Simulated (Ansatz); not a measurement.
**F₃H₃MoO₃: basis-set convergence**

How large a basis does F₃H₃MoO₃ need? Two functionals are run in growing sets.

Program: Ansatz 0.2.0, Gaussian basis. Level of theory: one geometry, several basis sets. These are calculated values, not measurements.

Levels to be run: PBE0-D4/def2-SVP; ωB97M-V/def2-SVP; PBE0-D4/def2-QZVPP; ωB97M-V/def2-QZVPP; the functionals' def2-TZVPP values are taken from earlier runs.

## (1) The geometry

All runs share one geometry, relaxed beforehand with PBE0-D4 in a triple-zeta def2 set. Mo takes the def2 core potential; no spin-orbit term is included.

SMILES `[OH][Mo]([OH])([OH])([F])([F])[F]`, 10 atoms, charge 0, spin multiplicity 1.

Atoms are counted from 1 here; the program's logs count them from 0.

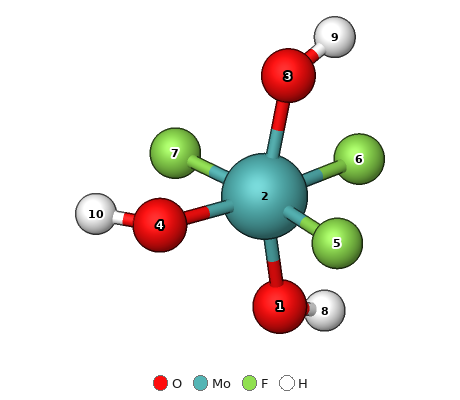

The geometry (oxygen red, molybdenum teal, fluorine green, hydrogen white); atoms are numbered from 1 in the order of the file.

## (2) PBE0-D4 in def2-SVP

in.yaml

```yaml
crystal:
  periodic: [false, false, false]
  atoms:
    - {symbol: O, position_ang: [-1.677907, -0.611696, 0.416714]}
    - {symbol: Mo, position_ang: [-0.044241, 0.050370, -0.123508]}
    - {symbol: O, position_ang: [1.454390, 1.124269, -0.133031]}
    - {symbol: O, position_ang: [0.311301, -1.047344, -1.563819]}
    - {symbol: F, position_ang: [-0.886134, 1.202355, -1.282643]}
    - {symbol: F, position_ang: [-0.266938, 0.978405, 1.536060]}
    - {symbol: F, position_ang: [0.859055, -1.277537, 0.829755]}
    - {symbol: H, position_ang: [-2.080729, -0.321362, 1.242739]}
    - {symbol: H, position_ang: [1.629989, 1.735151, 0.591448]}
    - {symbol: H, position_ang: [0.784314, -1.883911, -1.510815]}
basis:
  gaussian: {orbitals: def2-SVP}
hamiltonian: {xc: pbe0, dispersion: d4}
output: {orbitals: {seedname: orbitals}}
```

Launch:

```
$ ansatz run in.yaml --threads 4 --pin off --events-out ev --progress --plain --max-ram 11315MiB
```

The runs that follow: ωB97M-V in def2-SVP; PBE0-D4 in def2-QZVPP; ωB97M-V in def2-QZVPP.

Before running them: what should the planned runs give, taken together? Wanted: PBE0-D4: double and triple zeta above quadruple; ωB97M-V: double and triple zeta above quadruple.

The runs gave:

| quantity | value |
| --- | --- |
| PBE0-D4: double and triple zeta above quadruple | 19.40, 0.89 eV |
| ωB97M-V: double and triple zeta above quadruple | 19.76, 0.86 eV |

For PBE0-D4 the step from double to triple zeta gains 18.51 eV and the next only 0.89 eV. Total energies overstate the basis error of differences, where much of it tends to cancel.
